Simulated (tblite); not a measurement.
Run report: C5H6F3, geometry relaxation (part 2 of 2)

Continued. System: C5H6F3, multiplicity 2. Method: GFN2-xTB geometry optimisation, gas phase (tblite 0.8.0). It belongs to a series of runs on one base structure; here: H removed from sp3 C.

Geometry of the input (Å):
```
C  -1.6963  -0.8442  0.0484
C  -0.5685  0.0249  -0.4238
C  -0.2298  1.3289  0.2152
C  0.5327  0.1356  0.6438
C  1.9051  -0.1826  0.1141
F  2.3227  -1.3457  0.7121
F  1.8151  -0.4740  -1.2594
F  2.7453  0.8790  0.3280
H  -1.2711  -1.8238  0.3519
H  -2.2087  -0.4389  0.9669
H  -2.4365  -0.9788  -0.7817
H  -0.2310  -0.1149  -1.4606
H  0.3276  2.0725  -0.3577
H  -1.0074  1.7615  0.8808
```

## Trajectory as extended XYZ, continued
```
14
Properties=species:S:1:pos:R:3:forces:R:3 step=58 energy=-758.19441
C    -1.8155   -0.8281    0.0956   -0.0120  -0.0060   0.0060
C    -0.5860   -0.1319   -0.4358   -0.0110  -0.0050   0.0020
C    -0.2532    1.2619    0.0857    0.0070  -0.0010  -0.0040
C     0.5869    0.1085    0.4119   -0.0070   0.0020  -0.0020
C     2.0158   -0.1177    0.1595   -0.0030   0.0070   0.0080
F     2.4859   -1.2179    0.7729   -0.0090  -0.0050  -0.0090
F     2.2977   -0.2906   -1.1616    0.0010  -0.0020   0.0030
F     2.7883    0.9034    0.5663    0.0050   0.0030   0.0110
H    -1.7083   -1.9057   -0.0087    0.0040   0.0080   0.0000
H    -1.9669   -0.5919    1.1454    0.0160  -0.0030  -0.0010
H    -2.6935   -0.5121   -0.4644    0.0070  -0.0080  -0.0030
H    -0.3859   -0.3605   -1.4810   -0.0100   0.0030  -0.0010
H     0.1434    2.0348   -0.5622    0.0040   0.0080  -0.0060
H    -0.9094    1.6474    0.8542    0.0080  -0.0020  -0.0030
14
Properties=species:S:1:pos:R:3:forces:R:3 step=65 energy=-758.19470
C    -1.8142   -0.8282    0.0982   -0.0030  -0.0050   0.0070
C    -0.5866   -0.1336   -0.4383   -0.0060   0.0140  -0.0080
C    -0.2540    1.2625    0.0782    0.0030  -0.0020   0.0100
C     0.5865    0.1105    0.4075   -0.0080   0.0060  -0.0050
C     2.0156   -0.1166    0.1620   -0.0030  -0.0010   0.0080
F     2.4796   -1.2218    0.7712   -0.0030  -0.0050  -0.0090
F     2.3040   -0.2823   -1.1586    0.0110   0.0020   0.0000
F     2.7871    0.9005    0.5803    0.0080   0.0000   0.0030
H    -1.7135   -1.9049   -0.0154    0.0130  -0.0130   0.0010
H    -1.9508   -0.5997    1.1513   -0.0150   0.0020   0.0060
H    -2.6946   -0.5049   -0.4531   -0.0070   0.0030   0.0110
H    -0.3922   -0.3650   -1.4834    0.0120   0.0040  -0.0140
H     0.1414    2.0363   -0.5706   -0.0060  -0.0150   0.0030
H    -0.9089    1.6466    0.8486    0.0050   0.0110  -0.0120
14
Properties=species:S:1:pos:R:3:forces:R:3 step=72 energy=-758.19556
C    -1.8072   -0.8331    0.1070    0.0000   0.0060  -0.0020
C    -0.5932   -0.1278   -0.4480    0.0120   0.0030   0.0120
C    -0.2593    1.2698    0.0617   -0.0030   0.0030  -0.0070
C     0.5841    0.1206    0.3902    0.0060   0.0150   0.0090
C     2.0138   -0.1173    0.1675    0.0020  -0.0100  -0.0030
F     2.4484   -1.2442    0.7586    0.0100  -0.0050  -0.0060
F     2.3285   -0.2560   -1.1508    0.0020   0.0020  -0.0080
F     2.7917    0.8778    0.6247   -0.0080  -0.0040   0.0090
H    -1.7006   -1.9080   -0.0189   -0.0040  -0.0060   0.0050
H    -1.9253   -0.6146    1.1645    0.0040   0.0000   0.0080
H    -2.7007   -0.5080   -0.4204   -0.0180  -0.0070  -0.0160
H    -0.4059   -0.3596   -1.4950   -0.0030   0.0040   0.0100
H     0.1308    2.0367   -0.5980   -0.0020   0.0030   0.0050
H    -0.9058    1.6631    0.8348    0.0020  -0.0040  -0.0140
14
Properties=species:S:1:pos:R:3:forces:R:3 step=79 energy=-758.19580
C    -1.8051   -0.8345    0.1083    0.0000   0.0030   0.0010
C    -0.5944   -0.1227   -0.4472    0.0040  -0.0090   0.0010
C    -0.2596    1.2752    0.0604   -0.0100  -0.0040  -0.0080
C     0.5844    0.1264    0.3888    0.0010  -0.0020   0.0020
C     2.0128   -0.1199    0.1671    0.0020   0.0010  -0.0040
F     2.4397   -1.2537    0.7509    0.0000  -0.0010  -0.0030
F     2.3297   -0.2525   -1.1517   -0.0030   0.0110   0.0000
F     2.7954    0.8671    0.6332    0.0010  -0.0020   0.0030
H    -1.6877   -1.9098   -0.0082    0.0000   0.0070   0.0020
H    -1.9278   -0.6099    1.1642   -0.0050   0.0040  -0.0010
H    -2.7008   -0.5244   -0.4256    0.0030   0.0010  -0.0010
H    -0.4085   -0.3529   -1.4945    0.0010  -0.0050   0.0010
H     0.1273    2.0424   -0.6007    0.0030  -0.0030   0.0010
H    -0.9061    1.6687    0.8330    0.0030   0.0000   0.0050
14
Properties=species:S:1:pos:R:3:forces:R:3 step=86 energy=-758.19640
C    -1.8030   -0.8344    0.1145   -0.0030  -0.0020  -0.0050
C    -0.5933   -0.1242   -0.4431   -0.0090   0.0050  -0.0030
C    -0.2612    1.2779    0.0516    0.0130   0.0080   0.0140
C     0.5837    0.1338    0.3928    0.0040  -0.0180  -0.0030
C     2.0098   -0.1187    0.1681    0.0070   0.0000  -0.0100
F     2.4217   -1.2779    0.7106    0.0080  -0.0040  -0.0120
F     2.3256   -0.2055   -1.1557    0.0170   0.0030   0.0070
F     2.8037    0.8408    0.6704   -0.0080   0.0000   0.0000
H    -1.6672   -1.9096    0.0187   -0.0340   0.0020   0.0270
H    -1.9417   -0.5872    1.1636    0.0040  -0.0160  -0.0100
H    -2.6959   -0.5459   -0.4366    0.0120  -0.0060   0.0010
H    -0.4060   -0.3651   -1.4880    0.0120   0.0050   0.0050
H     0.1255    2.0400   -0.6149    0.0040   0.0070  -0.0070
H    -0.9024    1.6756    0.8257   -0.0270   0.0150  -0.0040
14
Properties=species:S:1:pos:R:3:forces:R:3 step=94 energy=-758.19948
C    -1.8101   -0.8290    0.1399   -0.0070  -0.0130   0.0110
C    -0.5891   -0.1517   -0.4328    0.0060   0.0080  -0.0070
C    -0.2568    1.2684    0.0149    0.0110  -0.0160   0.0190
C     0.5828    0.1323    0.4009    0.0240   0.0370  -0.0120
C     2.0112   -0.1078    0.1690    0.0290  -0.0220   0.0040
F     2.4007   -1.3411    0.5409   -0.0140   0.1050  -0.0450
F     2.3578    0.0036   -1.1492   -0.0090  -0.0160   0.0970
F     2.7987    0.7609    0.8257   -0.0130  -0.0600  -0.0390
H    -1.6852   -1.9093    0.1049   -0.0020   0.0070  -0.0040
H    -1.9612   -0.5295    1.1735   -0.0080  -0.0010  -0.0090
H    -2.6922   -0.5635   -0.4389    0.0060   0.0000   0.0090
H    -0.3884   -0.4341   -1.4647   -0.0190   0.0100  -0.0040
H     0.1383    2.0068   -0.6749   -0.0110  -0.0280   0.0190
H    -0.9072    1.6936    0.7685    0.0090  -0.0100  -0.0390
14
Properties=species:S:1:pos:R:3:forces:R:3 step=101 energy=-758.20105
C    -1.8069   -0.8300    0.1608   -0.0080   0.0010   0.0000
C    -0.5874   -0.1631   -0.4287   -0.0010  -0.0040  -0.0030
C    -0.2599    1.2678   -0.0166    0.0010   0.0020   0.0050
C     0.5835    0.1461    0.3982    0.0020   0.0090   0.0000
C     2.0121   -0.1003    0.1750   -0.0100  -0.0090  -0.0050
F     2.3687   -1.3680    0.4362    0.0050  -0.0090   0.0000
F     2.3889    0.1252   -1.1179    0.0010   0.0030   0.0010
F     2.8045    0.6837    0.9229   -0.0010   0.0070   0.0040
H    -1.6896   -1.9114    0.1334    0.0060   0.0130   0.0000
H    -1.9504   -0.5204    1.1925    0.0010  -0.0010  -0.0080
H    -2.6907   -0.5630   -0.4147   -0.0060  -0.0060   0.0080
H    -0.3931   -0.4652   -1.4559    0.0080  -0.0080  -0.0040
H     0.1356    1.9857   -0.7262   -0.0040   0.0030   0.0000
H    -0.9160    1.7125    0.7189    0.0070  -0.0010   0.0010
14
Properties=species:S:1:pos:R:3:forces:R:3 step=108 energy=-758.20121
C    -1.8068   -0.8288    0.1661    0.0020  -0.0010  -0.0020
C    -0.5887   -0.1643   -0.4294    0.0000   0.0010  -0.0010
C    -0.2596    1.2684   -0.0243   -0.0020   0.0000   0.0000
C     0.5832    0.1479    0.3952    0.0010   0.0080  -0.0020
C     2.0115   -0.1008    0.1746    0.0000   0.0040  -0.0010
F     2.3603   -1.3776    0.4008    0.0000   0.0050  -0.0010
F     2.3995    0.1619   -1.1080    0.0000  -0.0030   0.0030
F     2.8019    0.6578    0.9513   -0.0030  -0.0050  -0.0010
H    -1.6805   -1.9090    0.1554   -0.0010  -0.0060   0.0010
H    -1.9552   -0.5050    1.1924    0.0020   0.0020   0.0020
H    -2.6915   -0.5778   -0.4147   -0.0030   0.0020  -0.0020
H    -0.3942   -0.4734   -1.4547    0.0010  -0.0010   0.0010
H     0.1336    1.9838   -0.7377    0.0030  -0.0040   0.0010
H    -0.9139    1.7163    0.7108    0.0010   0.0000   0.0020
```

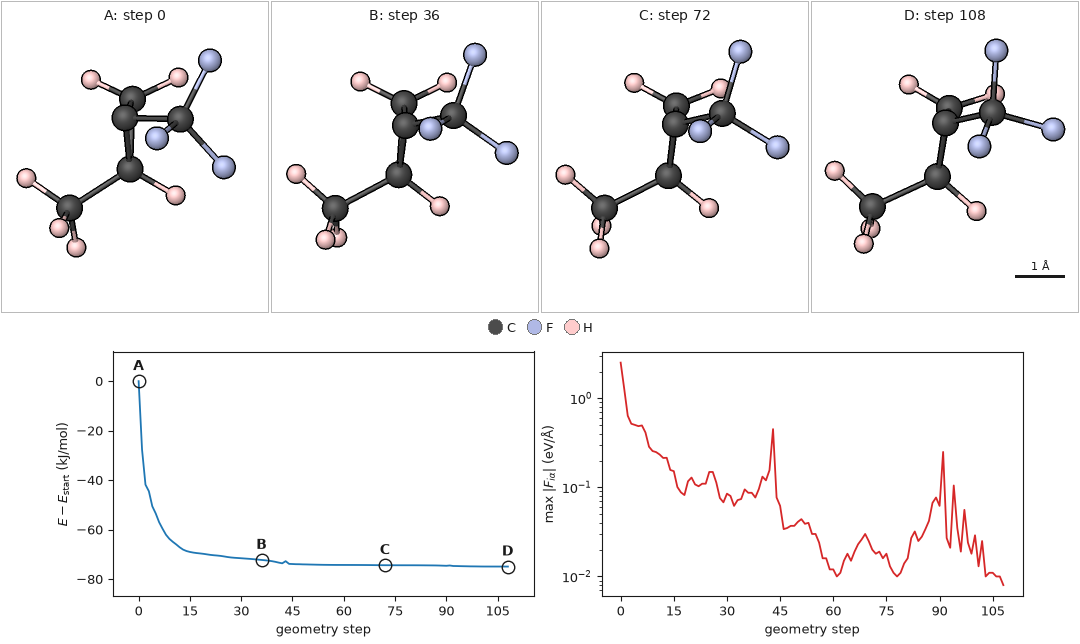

Frames of the relaxation (ball-and-stick view, seen at a tilt) above the curves, on which the letters mark them (steps are counted from 0).

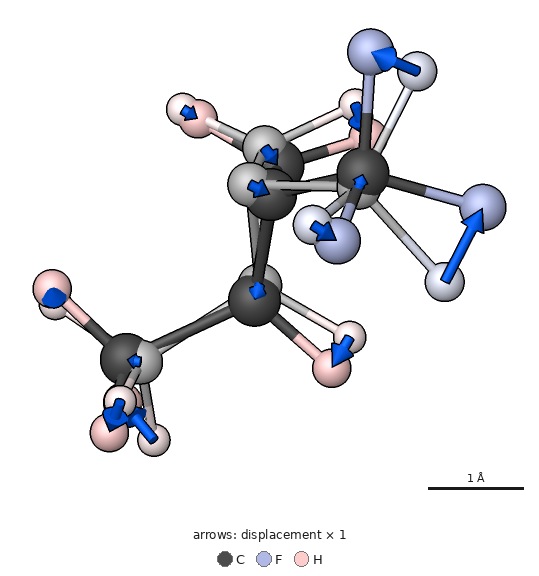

Start (faint) and end (solid) with the displacements as blue arrows, at true length (ball-and-stick view, seen at a tilt). The two geometries are laid on each other by the best rigid fit. The energy falls by 74.9 kJ/mol in 108 geometry steps. The largest force component goes from 2.5 to 0.008 eV/Å. The largest move after the best rigid fit is that of F7, 0.89 Å. Largest moves by element: F 0.89 Å, H 0.59 Å, C 0.25 Å. Distances before and after: C2–C4 1.538 → 1.467 Å, C5–F7 1.407 → 1.366 Å, C1–H10 1.127 → 1.086 Å, C4–C5 1.505 → 1.466 Å. Among the angles that change: C2–C4–C5 113.2° → 131.1°, C1–C2–C4 111.2° → 121.1°, C3–C4–C5 122.6° → 130.4°. (Atoms are counted from 1 in the order of the input.)
